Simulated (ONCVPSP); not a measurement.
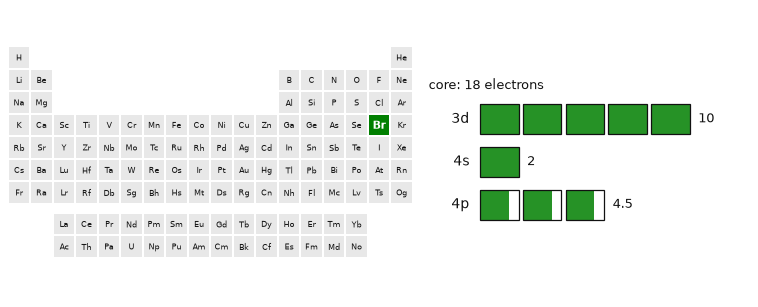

Figure 1. Left, the place of bromine in the periodic table; right, the valence shells of the reference configuration: a box for each of the 2l + 1 orbitals, shaded by the share of the shell that is filled, with the electron count at the right.

# Run report: Br, pseudopotential generation

Bromine (Br, Z = 35), core [Ar], reference valence 3d10 4s2 4p4.5 (an ion of charge +0.5), valence charge 17. Level asked for: ONCV potential, PBE, scalar-relativistic, made with ONCVPSP 4.0.1.

## The input
```
# ATOM AND REFERENCE CONFIGURATION
# atsym  z   nc   nv     iexc    psfile
  Br 35.00    5    3        4      upf
#
#   n    l    f
    1    0    2.00
    2    0    2.00
    2    1    6.00
    3    0    2.00
    3    1    6.00
    3    2   10.00
    4    0    2.00
    4    1    4.50
#
# PSEUDOPOTENTIAL AND OPTIMIZATION
# lmax
    2
#
#   l,   rc,      ep,       ncon, nbas, qcut
    0    0.85    0.00    3    6    9.20
    1    1.35    0.00    5    9    7.10
    2    0.85    0.00    4    8   21.00
#
# LOCAL POTENTIAL
# lloc, lpopt,  rc(5),   dvloc0
    0    5    0.85    0.00
#
# VANDERBILT-KLEINMAN-BYLANDER PROJECTORs
# l, nproj, debl
    0    0    2.20
    1    2    2.20
    2    1    0.50
#
# MODEL CORE CHARGE
# icmod, fcfact, rcfact
    0    0.00    0.00
#
# LOG DERIVATIVE ANALYSIS
# epsh1, epsh2, depsh
   -4.00    5.00    0.02
#
# OUTPUT GRID
# rlmax, drl
    6.00    0.01
#
# TEST CONFIGURATIONS
# ncnf
    4
# nvcnf
#   n    l    f
    3
    3    2   10.00
    4    0    2.00
    4    1    5.00
#
    3
    3    2   10.00
    4    0    2.00
    4    1    4.00
#
    3
    3    2   10.00
    4    0    2.00
    4    1    3.00
#
    3
    3    2    9.00
    4    0    2.00
    4    1    6.00
#
```

Hardware: 1 CPU thread, shared host.

Command:
```bash
oncvpsp.x < Br.dat > Br.out
```

## The program's output (extracts)
```
ONCVPSP  (Optimized Norm-Conservinng Vanderbilt PSeudopotential)
scalar-relativistic version 4.0.1

#   n    l    f        energy (Ha)
    1    0    2.00    -4.8963192E+02
    2    0    2.00    -6.3888673E+01
    2    1    6.00    -5.6372044E+01
    3    0    2.00    -8.9465664E+00
    3    1    6.00    -6.5731545E+00
    3    2   10.00    -2.6490687E+00
    4    0    2.00    -9.2220411E-01
    4    1    4.50    -4.5943829E-01

Reference configufation results
  iterations    24
  all-electron total energy (Ha)   -2.60622623D+03

Begin loop to  construct optimized pseudo wave functions
and semi-local pseudopoentials for all angular momenta

Calculating optimized projector #   1

 for l=   0

    Fraction of norm inside rc  0.058806
    Optimizing pswf for qcut=   9.20 a_B^-1,  ecut=  42.35 Ha
    Residual kinetic energy error=  4.02D-04 Ha
 ERROR pspot:  first pseudo wave function has node,          program will stop
 ERROR pspot: try changing psp parameters for this l
```

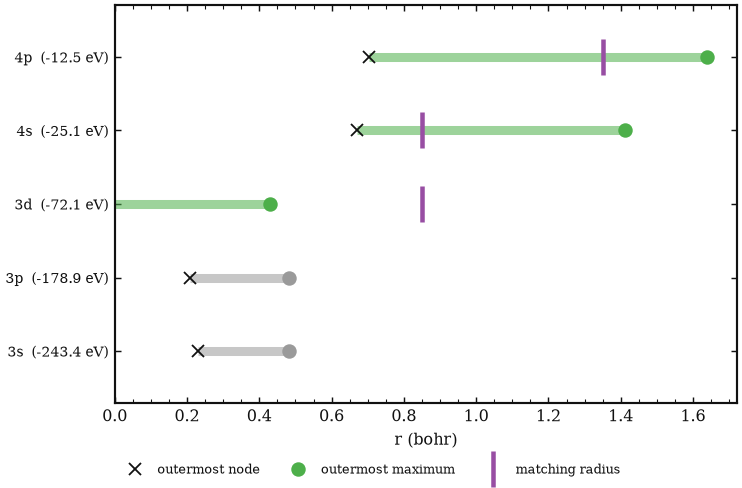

Figure 2. Outer shells of the all-electron reference atom: each bar runs from the outermost node (or the nucleus) to the outermost maximum of u(r); the tick is the radius chosen for the pseudo-wave. Shells without a tick have no pseudo-wave of their own. Levels, nodes and maxima are from ld1.x, scalar-relativistic.

- Radii against the shells: 3d: 0.85 bohr, outside the maximum; 4s: 0.85 bohr, between node and maximum; 4p: 1.35 bohr, between node and maximum.

## Outcome

- outcome: ended with an error

## Diagnosis

The generator stopped with the message “ERROR pspot: first pseudo wave function has node, program will stop”. In words: the optimised pseudo-wave of the first projector has a node, so the radial equation cannot be inverted for a potential. It was at work on the s channel when it stopped.
